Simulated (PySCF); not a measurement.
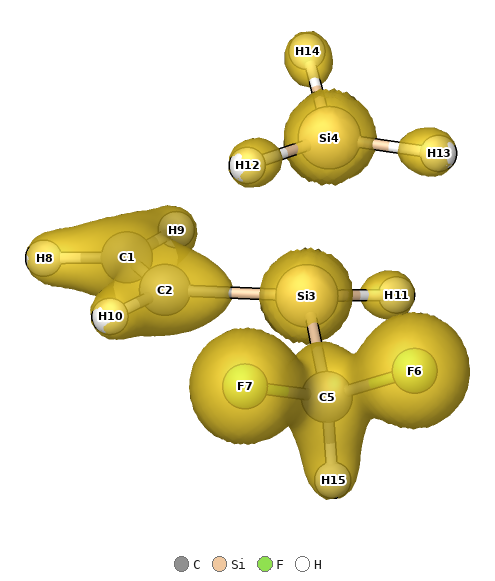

C3H8F2Si2 (charge +1, doublet). Isosurface of the electron density at 1 e/Å³ (yellow), seen at an oblique angle.

Geometry: GFN2-xTB.

Method: PySCF, UKS B3LYP, pcH-1 on C F H Si, non-relativistic, mean-field spin-orbit, GIAO.

```xyz
15

C    -1.8996    1.8282    0.9141
C    -1.3975    0.6692    0.4881
Si    0.0576    0.4685   -0.6613
Si    2.0414   -0.5453    0.9556
C    -0.0292   -1.2689   -1.5416
F     1.2249   -1.6432   -1.9042
F    -0.4481   -2.1784   -0.6243
H    -2.7637    1.8614    1.5590
H    -1.4861    2.7831    0.6357
H    -1.8707   -0.2541    0.8172
H     0.6230    1.4841   -1.5434
H     1.3627   -1.6990    1.5296
H     3.0897   -0.7744   -0.0282
H     2.1670    0.6357    1.8051
H    -0.6759   -1.3589   -2.4234
```

**What does this surface tell about the bonding?**

At this value the surface falls into eight separate pieces. It bridges the sampled C–C (1.33 Å), C–F (1.36 Å) and C–H (1.08 Å) contacts, where the density stays above the isovalue. It is pinched off along the sampled C–Si (1.87 Å) contacts. On the grid the lowest density along these lines, outside the cores, is 2.3 e/Å³ (C–C, 1.33 Å), 1.8 e/Å³ (C–F, 1.36 Å), 0.83 e/Å³ (C–Si, 1.87 Å) and 2 e/Å³ (C–H, 1.08 Å).
